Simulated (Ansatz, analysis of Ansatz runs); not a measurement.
# Li2MnO3 (C2/m): does an added hole stay on Mn?, part 2 of 2

Aim: the energy barrier that a trapped hole meets when it moves from one Mn atom to another one nearby in Li2MnO3 (C2/m). The model is a cell of 96 host atoms.

Ansatz 0.2.0; plane-wave PAW DFT, PBEsol+U; relaxation of all atoms of a supercell at fixed charge in a uniform background; PAW set soft_1.

So far. Step 2 (The cell without the carrier): The largest displacement from an ideal site is 0.002 Å.

## Step 3: The hole on the first site

The nearest neighbour or neighbours of the site start displaced and the site's starting moment is changed by the carrier's spin, since a carrier doesn't trap itself in the undistorted lattice.

Contents of A.relax/input.yaml:

```yaml
crystal:
  lattice:
    - [-6.59624424, 8.52410662, 4.71522428]
    - [3.26296298, -8.52410662, 4.71677349]
    - [6.59624424, 8.52410662, -4.71522428]
  atoms:
    - { symbol: Li, position: [0.000134, 0.249804, 0.249679] }
    - { symbol: Li, position: [0.000182, 0.749828, 0.749678] }
    - { symbol: Li, position: [0.250183, -0.000158, 0.249699] }
    - { symbol: Li, position: [0.250156, 0.499828, 0.749697] }
[... 4 atom lines left out ...]
    - { symbol: Li, position: [0.000157, -0.00014, 0.499711] }
    - { symbol: Li, position: [0.000162, 0.499826, -0.000302] }
    - { symbol: Li, position: [0.25017, 0.24989, -0.000244] }
    - { symbol: Li, position: [0.250131, 0.749799, 0.499663] }
[... 1 atom line left out ...]
    - { symbol: Li, position: [0.500197, 0.499967, 0.499798] }
[... 1 atom line left out ...]
    - { symbol: Li, position: [0.750179, 0.749843, -0.000285] }
[... 1 atom line left out ...]
    - { symbol: Li, position: [0.080823, 0.74987, 0.330346] }
[... 1 atom line left out ...]
    - { symbol: Li, position: [0.330747, 0.499796, 0.330391] }
[... 2 atom lines left out ...]
    - { symbol: Li, position: [0.830735, -0.000238, 0.330323] }
    - { symbol: Li, position: [0.83081, 0.499864, 0.830373] }
[... 1 atom line left out ...]
    - { symbol: Li, position: [0.169546, 0.499893, 0.169089] }
    - { symbol: Li, position: [0.41957, 0.249868, 0.16907] }
    - { symbol: Li, position: [0.419477, 0.749844, 0.669094] }
[... 3 atom lines left out ...]
    - { symbol: Li, position: [0.919553, 0.749831, 0.16908] }
    - { symbol: Mn, position: [0.08368, -0.000178, 0.083209], spin: 3.0 }
    - { symbol: Mn, position: [0.083682, 0.499824, 0.583213], spin: 3.0 }
    - { symbol: Mn, position: [0.333684, 0.249824, 0.583221], spin: 3.0 }
[... 5 atom lines left out ...]
    - { symbol: Mn, position: [0.166632, 0.249805, 0.416178], spin: 2.0 }
    - { symbol: Mn, position: [0.166659, 0.749841, 0.916189], spin: 3.0 }
[... 4 atom lines left out ...]
    - { symbol: Mn, position: [0.916642, -0.00017, 0.916185], spin: 3.0 }
[... 1 atom line left out ...]
    - { symbol: O, position: [0.114022, 0.223672, 0.109698] }
[... 1 atom line left out ...]
    - { symbol: O, position: [0.353727, 0.461947, 0.59959] }
    - { symbol: O, position: [0.364036, 0.973696, 0.109694] }
[... 1 atom line left out ...]
    - { symbol: O, position: [0.614035, 0.723665, 0.109699] }
[... 2 atom lines left out ...]
    - { symbol: O, position: [0.137884, 0.037662, 0.391135] }
[... 5 atom lines left out ...]
    - { symbol: O, position: [0.886286, 0.275985, 0.389717] }
    - { symbol: O, position: [0.886293, 0.775971, 0.889711] }
    - { symbol: O, position: [0.023536, 0.489271, 0.287616] }
[... 1 atom line left out ...]
    - { symbol: O, position: [0.267991, 0.239882, 0.29438] }
[... 4 atom lines left out ...]
    - { symbol: O, position: [0.773528, 0.739275, 0.287667] }
    - { symbol: O, position: [0.05477, 0.259774, 0.527483] }
    - { symbol: O, position: [0.048647, 0.760351, 0.033601] }
[... 3 atom lines left out ...]
    - { symbol: O, position: [0.548629, 0.760382, 0.533661] }
    - { symbol: O, position: [0.798642, 0.010381, 0.033623] }
[... 2 atom lines left out ...]
    - { symbol: O, position: [0.226818, 0.760433, 0.21179] }
[... 1 atom line left out ...]
    - { symbol: O, position: [0.476795, 0.510377, 0.211786] }
[... 2 atom lines left out ...]
    - { symbol: O, position: [0.986771, 0.02297, 0.222485] }
[... 1 atom line left out ...]
    - { symbol: O, position: [0.199783, 0.47666, 0.463144] }
    - { symbol: O, position: [0.201677, 0.989276, 0.965768] }
    - { symbol: O, position: [0.451707, 0.239309, 0.46581] }
[... 1 atom line left out ...]
    - { symbol: O, position: [0.7017, 0.489285, 0.965802] }
[... 2 atom lines left out ...]
    - { symbol: O, position: [0.951681, 0.739286, 0.46577] }
total_charge: 1
basis:
  ecutwfc: 420
  xc_grid: 2
hamiltonian:
  xc: pbesol
  hubbard:
    sites: [{ species: Mn, l: d, u_eff: 4.0 }]
    projectors: ortho-atomic
  pseudopotentials: { kind: paw, azcp: { folder: soft_1 }, xc_functional: pbe }
kpoints:
  mp_grid: { grid: [1, 1, 1] }
magnetization:
  spin_polarized: true
  initial_magnetization: 47
  spin_locking: { lock_magnetization: hard }
scf:
  occupations: { method: fermi_dirac, width: 0.01 }
  max_iter: 120
  lower_state_search: "off"
output:
  forces: true
relax:
  f_tol: 0.015
  max_steps: 70
  escape_saddle: false
checkpoint:
  write: "../A.relax.run"
  compress: false
  write_wavefunctions: true
  write_every: 100000
```

The run is started by

```
> ansatz run input.yaml --threads 32 --pin off --max-ram 84787MiB --backend cuda --events-out ev --progress --plain --runs-dir out --max-vram 78GiB
```

Numbers of over 12 decimals in the logs are rounded to 6 here.

The program printed:

```text
[...]
Crystal: 96 atoms, lattice volume = 792.718 Å³
Basis set: ecut = 420 eV, 15497 PW (Γ), exchange–correlation on 160×144×160 points (8 copies of the dense FFT grid, shifted against one another)
Bands: 431, of which v1, the nominal top of the filled ones, is band 312 counted from 1 (311 counted from 0)
Symmetry: 1 space group operations
[...]
k-points: 1
[...]
Starting moments: Σ|m| = 47 μB on 16 of 96 sites
[...]
SCF iter   1: F=—  HF=-95396.497787 eV  |Δ(HF+E_count)|=         —  Δρ=1.74e-1 (↑1.42e-1 ↓1.74e-1)  dr2=7.99e2  dr2_m=5.19e0  M=47.000 μB ∫|m|=48.308 μB  Hψ=2632
[...]
spin=Collinear: Kerker preconditioning applied to the charge; magnetization (m = ρ↑ − ρ↓) channel mixes plain (no charge-response kernel on spin).
SCF iter   2: F=—  HF=-95347.524885 eV  |Δ(HF+E_count)|=    4.90e1  Δρ=7.05e-2 (↑4.64e-2 ↓7.05e-2)  dr2=6.62e1  dr2_m=5.15e0  M=47.000 μB ∫|m|=53.514 μB  Hψ=1799
[...]
SCF iter   6: F=—  HF=-95354.008060 eV  |Δ(HF+E_count)|=   6.56e-1  Δρ=5.83e-3 (↑5.53e-3 ↓5.83e-3)  dr2=3.27e-1  dr2_m=1.73e-1  M=47.000 μB ∫|m|=56.189 μB  Hψ=1589
SCF iter   7: F=—  HF=-95354.142499 eV  |Δ(HF+E_count)|=   1.34e-1  Δρ=9.60e-3 (↑9.60e-3 ↓4.00e-3)  dr2=1.15e0  dr2_m=1.88e-1  M=47.000 μB ∫|m|=55.983 μB  Hψ=1351
[...]
SCF iter  20: F=-95354.164586 eV  HF=-95354.164589 eV  |Δ(HF+E_count)|=   6.82e-7  Δρ=1.32e-5 (↑1.32e-5 ↓9.31e-6)  dr2=3.55e-6  dr2_m=3.65e-7  M=47.000 μB ∫|m|=54.710 μB  Hψ=2278
SCF 1 converged in 20 iterations: F = -95354.164586 eV  dr2 = 3.55e-6
[...]
relax step   1: F+E_penalty+E_count = -95354.16458587 eV  Δ(F+E_penalty+E_count) = +0.000e0 eV  max|allowed force component| = 1.818e0 eV/Å  Δτ_max = 0.0000 Å  (20 SCF iters, dr2 threshold 5.63e-6 eV, accepted)
[...]
relax step   2: F+E_penalty+E_count = -95354.61383306 eV  Δ(F+E_penalty+E_count) = -4.492e-1 eV  max|allowed force component| = 1.006e0 eV/Å  Δτ_max = 0.0456 Å  (10 SCF iters, dr2 threshold 1.00e-4 eV, accepted)
relax step   3: F+E_penalty+E_count = -95354.81547624 eV  Δ(F+E_penalty+E_count) = -2.016e-1 eV  max|allowed force component| = 7.460e-2 eV/Å  Δτ_max = 0.0585 Å  (8 SCF iters, dr2 threshold 6.33e-5 eV, accepted)
relax step   4: F+E_penalty+E_count = -95354.81967434 eV  Δ(F+E_penalty+E_count) = -4.198e-3 eV  max|allowed force component| = 1.093e-2 eV/Å  Δτ_max = 0.0173 Å  (10 SCF iters, dr2 threshold 3.48e-7 eV, accepted)
[...]
iter 1 solved again at ethr=3.03e-11 eV; its pass at ethr=3.10e-3 eV (dr2=1.89e-7 eV) is discarded
SCF iter   1: F=—  HF=-95354.819674 eV  |Δ(HF+E_count)|=         —  Δρ=4.00e-6 (↑4.00e-6 ↓3.67e-6)  dr2=1.88e-7  dr2_m=4.49e-8  M=47.000 μB ∫|m|=55.169 μB  Hψ=2381
[...]
SCF iter   2: F=—  HF=-95354.819674 eV  |Δ(HF+E_count)|=   5.59e-8  Δρ=3.40e-6 (↑3.40e-6 ↓2.74e-6)  dr2=1.33e-7  dr2_m=3.36e-8  M=47.000 μB ∫|m|=55.169 μB  Hψ=815
[...]
SCF iter   5: F=-95354.819674 eV  HF=-95354.819674 eV  |Δ(HF+E_count)|=   1.45e-8  Δρ=6.18e-7 (↑6.18e-7 ↓5.97e-7)  dr2=4.51e-9  dr2_m=1.78e-9  M=47.000 μB ∫|m|=55.170 μB  Hψ=1864
SCF 5 converged in 5 iterations: F = -95354.819674 eV  dr2 = 4.51e-9
relax step   5: F+E_penalty+E_count = -95354.81967441 eV  Δ(F+E_penalty+E_count) = -6.883e-8 eV  max|allowed force component| = 1.090e-2 eV/Å  Δτ_max = 0.0000 Å  (5 SCF iters, accepted)
[...]
NSCF: frozen V_eff on 1 k-points
[...]
SCF converged after 5 iterations
Magnetization: 47.0000 μB (335.0000 up, 288.0000 down)
Absolute magnetization: 55.3664 μB (∫|ρ↑−ρ↓|, with the PAW one-centre terms)
[...]
Per-site moments (μB) at R_I (Å): [(0.00526394, 0.844944), (0.00525412, 0.844872), (0.00525856, 0.844790), [... 6 left out ...]
Free energy (F): -95354.819674 eV
[...]
Internal energy: -95354.806608 eV  (E = F + TS)
E sigma→0 (E₀):  -95354.813141 eV
Entropy (-TS):   -0.013066 eV (-0.136 meV/atom)
Fermi energy:    7.293820 (↑ 7.293820, ↓ 8.744842) eV
[...]
--- Forces (eV/Å), atoms counted from 1 ---
  atom   1  Li     0.00023051     0.00324656     0.00008146
  atom   2  Li    -0.00029729    -0.00576762    -0.00005426
  atom   3  Li     0.00306445     0.00281225     0.00008020
  [... 3 atoms left out ...]
  [... 90 more lines of this table ...]
  max |Σ_I F_I| component: 5.49e-6 eV/Å
--- Band table (eV) ---
[...]
Occupation matrices written to <dir>
--- Relaxed structure (5 steps of the walk, 5 accepted, 0 SCFs on fresh bases) ---
  F+E_penalty+E_count = -95354.81967441 eV   max|allowed force component| = 1.090e-2 eV/Å
  atoms:
    - { symbol: Li, position: [0.000109, 0.249828, 0.249656] }
    - { symbol: Li, position: [0.000268, 0.749851, 0.749821] }
    - { symbol: Li, position: [0.250066, -0.000312, 0.249577] }
    [... 3 atoms left out ...]
  [... 90 more lines of this table ...]
```

It took 5.6 s on 1 × NVIDIA GB200 with 32 threads of Arm Neoverse V2, shared host; peak memory 1.7 GiB.

Step by step:

```
step  energy less that of the first step (eV)  largest force component (eV/Å)
   1                                   0.0000                          1.8183
   2                                  -0.4492                          1.0063
   3                                  -0.6509                          0.0746
   4                                  -0.6551                          0.0109
   5                                  -0.6551                          0.0109
```

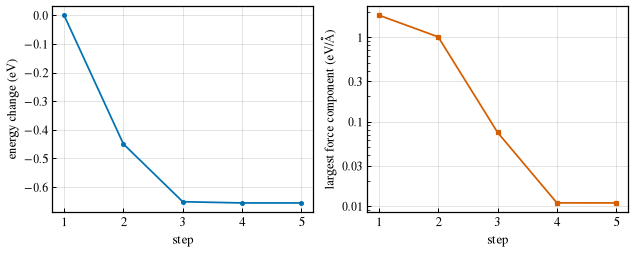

Energy and largest force along the relaxation.

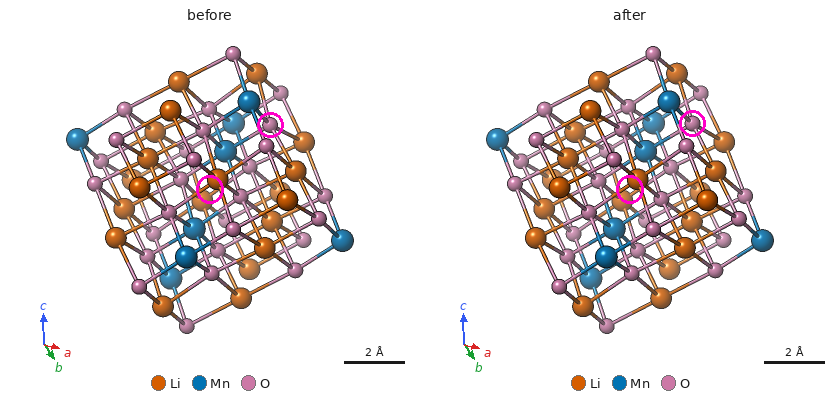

Before and after: the atoms that start within 5 Å of the centre. O51, which moves most, is ringed if it is among them. A ring with no atom in it marks the empty centre.

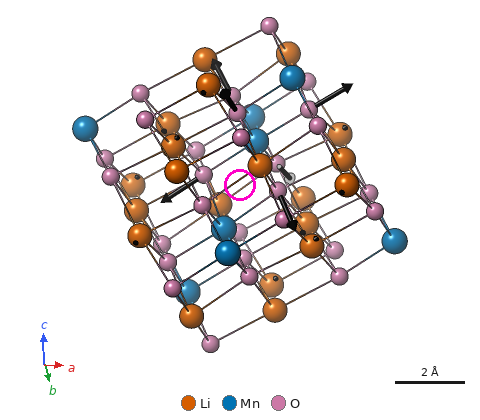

Displacements in the relaxation near the centre, exaggerated; the longest in the cell stands for 0.10 Å. A ring marks the centre wherever it is empty.

The atoms that moved most (Å):

```
atom      dx      dy      dz  length
 O51   0.036   0.074   0.056   0.100
 O57  -0.036   0.074  -0.056   0.100
 O67  -0.083  -0.005   0.054   0.099
 O73   0.083  -0.005  -0.054   0.099
 O89   0.046  -0.068   0.055   0.099
 O87  -0.046  -0.069  -0.054   0.099
Li30  -0.001   0.011   0.000   0.011
Li20  -0.001  -0.011   0.001   0.011
```

The moves above count from the input, in which the site's nearest neighbours were already displaced; the distances below compare with the cell without the carrier.

Distances from Mn41 without and with the hole:

```csv
atom,without (Å),with (Å)
O87,1.91,1.91
O89,1.91,1.91
O67,1.91,1.91
O73,1.91,1.91
O51,1.92,1.92
O57,1.92,1.92
```

The largest changes of the moments are -0.03 μB on O96, -0.03 μB on O95 and -0.03 μB on O94. The carrier did not stay on the chosen site.

## Step 4: Summary of results

| Quantity | Value |
| --- | --- |
| carrier trapped on the chosen site | no |
| size of the moment change on that site | 0.00 μB |

With PBEsol+U (4 eV) (Mn d 4.0 eV) the hole does not stay on the chosen Mn atom: it is spread over more than 30 atoms in effect, so no hop between such sites was computed. The magnetic order was assumed and need not be the ground state; parallel spins on neighbours help a carrier to spread. The search for lower electronic states was switched off. Another U, a hybrid or another start may give another answer. What this leaves open: sampling at the zone centre alone can move energies of charged and open-shell states by tenths of an eV or more in cells of this size; gap and trapping depend on the U chosen (Mn d 4.0 eV).

[Logs are printed without paths, hosts, clocks, repeated set-up lines and the standing remarks that a program may print on its own settings, such as how far it seeks lower states.]

[Hosts, paths, dates, database ids (printed as entryN), source tags and the programs' standing remarks are cut or masked in the printed files.]
